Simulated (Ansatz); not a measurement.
Consider CHClSi (charge +1, doublet).

Input file:

```
crystal:
  periodic: [false, false, false]
  atoms:
    - {symbol: C, position_ang: [-0.027626, -0.452220, -0.115118]}
    - {symbol: Cl, position_ang: [0.173393, -0.857024, -1.730423]}
    - {symbol: Si, position_ang: [0.900597, 1.023494, 0.458031]}
    - {symbol: H, position_ang: [-0.698155, -1.108929, 0.453790]}
basis:
  gaussian:
    orbitals: def2-TZVPD
total_charge: 1
magnetization:
  spin_polarized: true
  initial_magnetization: 1
hamiltonian:
  xc: pbe0
output:
  forces: true
  orbitals: {seedname: orbitals}
```

Run with:

```sh
ansatz run input.yaml --threads 1 --pin off --max-ram 2610MiB --events-out events.jsonl --progress --plain --runs-dir runs
```

Geometry: PBE0-D3(BJ)/pcseg-1.

Computed with isolated molecule in a Gaussian basis; Kohn-Sham density functional theory, functional PBE0 in Ansatz 0.2.0.

Q: What can the converged electron density, electron localisation function and spin density tell about the bonding?

A: C–Cl (1.68 Å): the density is about 1.6 e/Å³ at the midpoint; the ELF peaks at about 0.90 between the atoms (localised, covalent bonding).
C–Si (1.84 Å): ρ is about 1 e/Å³ halfway; the ELF peaks at about 0.95 between the atoms (localised, covalent bonding).
C–H (1.10 Å): ρ at the midpoint is about 2.1 e/Å³; the ELF climbs to about 1 towards the hydrogen, as it does in any bond to H; a covalent bond by its length.
The unpaired spin (1 electron) lies mostly on C1 (about 0.4), Si3 (about 0.3) and Cl2 (about 0.2), in electrons by Hirshfeld's partition.

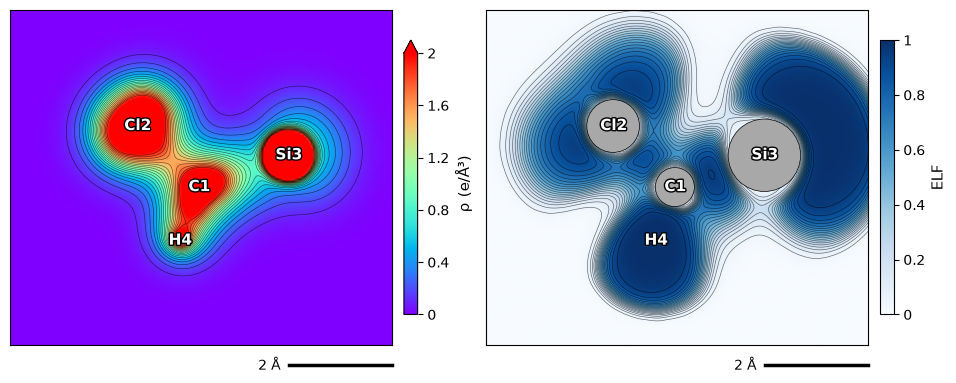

Computed electron density and electron localisation function on the molecular plane, in this order. Grey discs cover the atomic cores in the ELF map. 
